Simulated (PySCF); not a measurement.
# CH7NSi (SMILES CN[SiH3]) at 5 levels

Aim: a comparison of 5 runs (HF/3-21G, HF/def2-SVP, B3LYP/6-31G*, CAM-B3LYP/6-31+G*, PBE0/def2-SVP) of CH7NSi. 

The results are computed with PySCF 2.14.0.

## 1. Starting point

CH7NSi has 10 atoms, charge 0, and is taken as a singlet. As SMILES, `CN[SiH3]`. Geometry: relaxed at PBE0-D4/def2-TZVP.

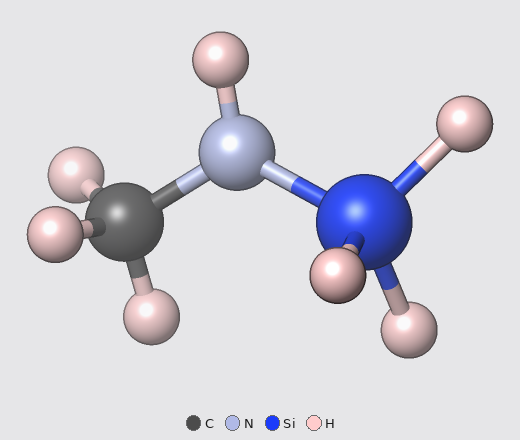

Viewed from a chosen angle; carbon dark grey, nitrogen light blue, silicon blue, hydrogen pink.

## 2. Energy and forces at HF/3-21G (run 1)

Input file run.py:

```python
import pyscf.grad
from pyscf import gto, scf

mol = gto.M(
    atom='''
C     -2.029944     1.041050    -1.297864
N      0.621720     0.456180    -0.975099
Si     1.756311    -1.290872     1.509513
H     -2.471951     1.385358    -3.287179
H     -3.170205    -0.574477    -0.698065
H     -2.663191     2.687380    -0.204468
H      1.787681     1.744028    -1.752721
H      0.398354    -3.752429     1.569795
H      1.423153    -0.120565     4.061021
H      4.504918    -1.672408     1.080545
''',
    basis='3-21g',
    max_memory=1860,
    spin=0,
    verbose=3,
    unit='bohr',
)

myscf = scf.RHF(mol)
myscf.conv_tol = 1e-10
myscf.kernel()
if not myscf.converged:
    myscf = myscf.newton().run(myscf.mo_coeff, myscf.mo_occ)

energy = myscf.e_tot
print(f'total energy: {energy:.8f} hartree')
grad = myscf.Gradients().kernel()
dip = myscf.dip_moment()
pop, q = myscf.mulliken_pop()
```

Launch:

```
OMP_NUM_THREADS=1 python run.py
```

What it wrote:

```text
converged SCF energy = -383.255232451175
total energy: -383.25523245 hartree
--------------- RHF gradients ---------------
         x                y                z
0 C     0.0214473614    -0.0021215863     0.0063516718
1 N    -0.0087749167    -0.0193973002     0.0080553788
2 Si    -0.0064343215     0.0138834300    -0.0134631852
3 H    -0.0015126321     0.0006338233    -0.0062180410
4 H    -0.0027742888    -0.0046780374     0.0019801034
5 H    -0.0022314605     0.0047035843     0.0032399831
6 H     0.0029355920     0.0049506336     0.0024431629
7 H    -0.0013293436     0.0011361744    -0.0009455985
8 H    -0.0007499862    -0.0002003074    -0.0003410126
9 H    -0.0005760041     0.0010895857    -0.0011024626
----------------------------------------------
Dipole moment(X, Y, Z, Debye): -0.36718,  1.12044, -0.36276
 ** Mulliken pop  **
pop of  0 C 1s            1.98745
pop of  0 C 2s            0.36238
pop of  0 C 3s            1.03842
pop of  0 C 2px           0.47691
pop of  0 C 2py           0.55244
pop of  0 C 2pz           0.55644
pop of  0 C 3px           0.27882
pop of  0 C 3py           0.52936
pop of  0 C 3pz           0.55159
pop of  1 N 1s            1.98704
pop of  1 N 2s            0.34444
pop of  1 N 3s            1.33274
pop of  1 N 2px           0.52702
pop of  1 N 2py           0.65164
pop of  1 N 2pz           0.65905
pop of  1 N 3px           0.66736
pop of  1 N 3py           0.91506
pop of  1 N 3pz           0.94626
pop of  2 Si 1s           1.99857
pop of  2 Si 2s           1.97259
pop of  2 Si 3s           0.67353
pop of  2 Si 4s           0.42516
pop of  2 Si 2px          1.95692
pop of  2 Si 2py          1.95677
pop of  2 Si 2pz          1.95627
pop of  2 Si 3px          0.51967
pop of  2 Si 3py          0.48809
pop of  2 Si 3pz          0.47240
pop of  2 Si 4px          0.15916
pop of  2 Si 4py          0.16381
pop of  2 Si 4pz          0.12141
pop of  3 H 1s            0.47565
pop of  3 H 2s            0.31964
pop of  4 H 1s            0.47496
pop of  4 H 2s            0.32549
pop of  5 H 1s            0.47755
pop of  5 H 2s            0.34347
pop of  6 H 1s            0.44044
pop of  6 H 2s            0.22686
pop of  7 H 1s            0.43061
pop of  7 H 2s            0.79265
pop of  8 H 1s            0.42951
pop of  8 H 2s            0.81634
pop of  9 H 1s            0.43033
pop of  9 H 2s            0.78772
 ** Mulliken atomic charges  **
charge of    0C =     -0.33381
charge of    1N =     -1.03061
charge of    2Si =      1.13565
charge of    3H =      0.20470
charge of    4H =      0.19955
charge of    5H =      0.17897
charge of    6H =      0.33271
charge of    7H =     -0.22326
charge of    8H =     -0.24585
charge of    9H =     -0.21806
```

Wall time 1.4 s (1 thread of Arm Neoverse V1, shared host); peak memory 0.12 GiB.

## 3. Energy and gradient at HF/def2-SVP (run 2)

Input file geometry.xyz:

```xyz
10

C     -1.074200     0.550900    -0.686800
N      0.329000     0.241400    -0.516000
Si     0.929400    -0.683100     0.798800
H     -1.308100     0.733100    -1.739500
H     -1.677600    -0.304000    -0.369400
H     -1.409300     1.422100    -0.108200
H      0.946000     0.922900    -0.927500
H      0.210800    -1.985700     0.830700
H      0.753100    -0.063800     2.149000
H      2.383900    -0.885000     0.571800
```

Input file run.py:

```python
from pyscf import gto

molecule = gto.Mole()
molecule.atom = 'geometry.xyz'
molecule.max_memory = 1860
molecule.charge = 0
molecule.basis = 'def2-svp'
molecule.verbose = 4
molecule.build()

mf = molecule.RHF()
mf.conv_tol = 1e-10
mf.kernel()
if not mf.converged:
    mf = mf.newton().run(mf.mo_coeff, mf.mo_occ)

e_final = mf.e_tot
print('Final energy', e_final)
grad = mf.nuc_grad_method().kernel()
mf.analyze()
```

Launch:

```
OMP_NUM_THREADS=1 python run.py
```

What it wrote:

```text
PySCF version 2.14.0

[... 64 lines left out ...]
converged SCF energy = -385.169994603643
[... 24 lines left out ...]
MO #4   energy= -6.12635656762496  occ= 2
[... 10 lines left out ...]
MO #15  energy= -0.477254382192078 occ= 2
[... 10 lines left out ...]
MO #26  energy= 0.36276741220583   occ= 0
[... 10 lines left out ...]
MO #37  energy= 0.786662107774455  occ= 0
[... 10 lines left out ...]
MO #48  energy= 1.223329409422     occ= 0
[... 10 lines left out ...]
MO #59  energy= 1.99580240747885   occ= 0
[... 10 lines left out ...]
MO #70  energy= 2.50215154340826   occ= 0
[... 10 lines left out ...]
MO #81  energy= 3.68195496128325   occ= 0
[... 94 lines left out ...]
Dipole moment(X, Y, Z, Debye): -0.36547,  1.06725, -0.57752
```

Wall time 4.5 s (1 thread of Arm Neoverse V1, shared host); peak memory 0.16 GiB.

Run 3 isn't shown in full; the table further down has it.

## 4. Energy and gradient at CAM-B3LYP/6-31+G(d) (spherical functions) (run 4)

Input file run.py:

```python
import pyscf.grad
from pyscf import gto, dft

mol = gto.M(
    atom='''
C   -1.074200   0.550900  -0.686800
N    0.329000   0.241400  -0.516000
Si   0.929400  -0.683100   0.798800
H   -1.308100   0.733100  -1.739500
H   -1.677600  -0.304000  -0.369400
H   -1.409300   1.422100  -0.108200
H    0.946000   0.922900  -0.927500
H    0.210800  -1.985700   0.830700
H    0.753100  -0.063800   2.149000
H    2.383900  -0.885000   0.571800
''',
    verbose=3,
    spin=0,
    charge=0,
    basis='6-31+g*',
    max_memory=1860,
)

calc0 = dft.RKS(mol, xc='cam-b3lyp')
calc0.conv_tol = 1e-10
calc0.grids.level = 5
calc0.kernel()
if not calc0.converged:
    calc0 = calc0.newton().run(calc0.mo_coeff, calc0.mo_occ)

etot = calc0.e_tot
print(f'total energy: {etot:.8f} hartree')
grad = calc0.Gradients().kernel()
calc0.analyze()
```

Launch:

```
OMP_NUM_THREADS=1 python run.py
```

What it wrote:

```text
converged SCF energy = -386.496275952203
total energy: -386.49627595 hartree
[... 17 lines left out ...]
MO #9   energy= -0.749642640264466 occ= 2
[... 8 lines left out ...]
MO #18  energy= 0.0250893310756286 occ= 0
[... 8 lines left out ...]
MO #27  energy= 0.147850462712697  occ= 0
[... 8 lines left out ...]
MO #36  energy= 0.305241668482754  occ= 0
[... 8 lines left out ...]
MO #45  energy= 0.730657350675915  occ= 0
[... 8 lines left out ...]
MO #54  energy= 1.08571176078013   occ= 0
[... 8 lines left out ...]
MO #63  energy= 1.60948478683403   occ= 0
[... 8 lines left out ...]
MO #72  energy= 2.75447413858048   occ= 0
[... 11 lines left out ...]
Dipole moment(X, Y, Z, Debye): -0.33745,  1.02887, -0.49882
```

Wall time 36 s (1 thread of Arm Neoverse V1, shared host); peak memory 0.73 GiB.

## 5. Energy and forces at PBE0/def2-SVP (run 5)

Input file job.py:

```python
# CN[SiH3]
import pyscf.grad
from pyscf import gto, dft

mol = gto.M(
    atom=[
    ('C', (-1.074200, 0.550900, -0.686800)),
    ('N', (0.329000, 0.241400, -0.516000)),
    ('Si', (0.929400, -0.683100, 0.798800)),
    ('H', (-1.308100, 0.733100, -1.739500)),
    ('H', (-1.677600, -0.304000, -0.369400)),
    ('H', (-1.409300, 1.422100, -0.108200)),
    ('H', (0.946000, 0.922900, -0.927500)),
    ('H', (0.210800, -1.985700, 0.830700)),
    ('H', (0.753100, -0.063800, 2.149000)),
    ('H', (2.383900, -0.885000, 0.571800)),
],
    verbose=3,
    spin=0,
    charge=0,
    basis='def2-svp',
    max_memory=1860,
)

calc0 = dft.RKS(mol)
calc0.xc = 'pbe0'
calc0.grids.level = 5
calc0.conv_tol = 1e-10
calc0.kernel()
if not calc0.converged:
    calc0 = calc0.newton().run(calc0.mo_coeff, calc0.mo_occ)

e_final = calc0.e_tot
print(f'total energy: {e_final:.8f} hartree')
grad = calc0.Gradients().kernel()
dip = calc0.dip_moment()
pop, q = calc0.mulliken_pop()
```

Launch:

```
OMP_NUM_THREADS=1 python job.py
```

What it wrote:

```text
converged SCF energy = -386.158860923436
total energy: -386.15886092 hartree
[... 8 lines left out ...]
Dipole moment(X, Y, Z, Debye): -0.34600,  1.04811, -0.67611
[... 92 lines left out ...]
charge of    9H =     -0.09094
```

Wall time 25 s (1 thread of Arm Neoverse V1, shared host); peak memory 0.82 GiB.

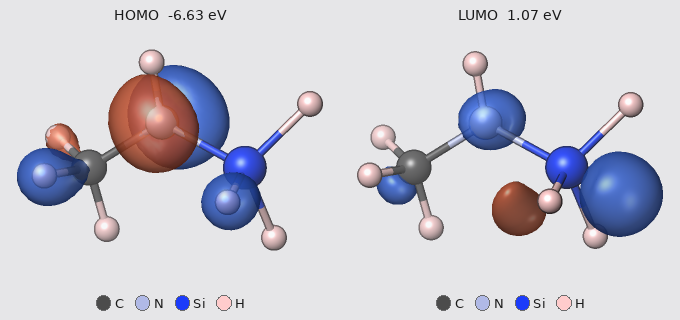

Frontier orbitals of this run, surfaces at ±0.2 Å^-3/2.

## 6. Overview of the runs

| run | level | integration grid | energy (Eh) | dipole moment (D) | HOMO energy (eV) | LUMO energy (eV) | wall time |
| --- | --- | --- | --- | --- | --- | --- | --- |
| 1 | HF/3-21G | – | -383.255232 | 1.23 | -9.77 | 4.81 | 1.4 s |
| 2 | HF/def2-SVP | – | -385.169995 | 1.27 | -10.13 | 4.27 | 4.5 s |
| 3 | B3LYP/6-31G* (spherical functions) | 5 | -386.562624 | 1.26 | -6.26 | 0.87 | 17 s |
| 4 | CAM-B3LYP/6-31+G* (spherical functions) | 5 | -386.496276 | 1.19 | -8.12 | 0.68 | 36 s |
| 5 | PBE0/def2-SVP | 5 | -386.158861 | 1.29 | -6.63 | 1.07 | 25 s |

## 7. Summary of results

```
                       quantity          value
            run 5: total energy  -386.15886 Eh
           run 5: dipole moment         1.29 D
             run 5: HOMO energy       -6.63 eV
             run 5: LUMO energy        1.07 eV
           run 5: HOMO–LUMO gap        7.70 eV
run 5: largest force on an atom     0.458 eV/Å
```

The dipole moment (its size) runs from 1.19 D (CAM-B3LYP/6-31+G*) to 1.29 D (PBE0/def2-SVP). The two ends differ in method and basis. The HOMO–LUMO gap runs from 7.12 eV (B3LYP/6-31G*) to 14.58 eV (HF/3-21G). Totals of different functionals can't be ranked against each other. All runs together took 84 s, the longest 36 s.
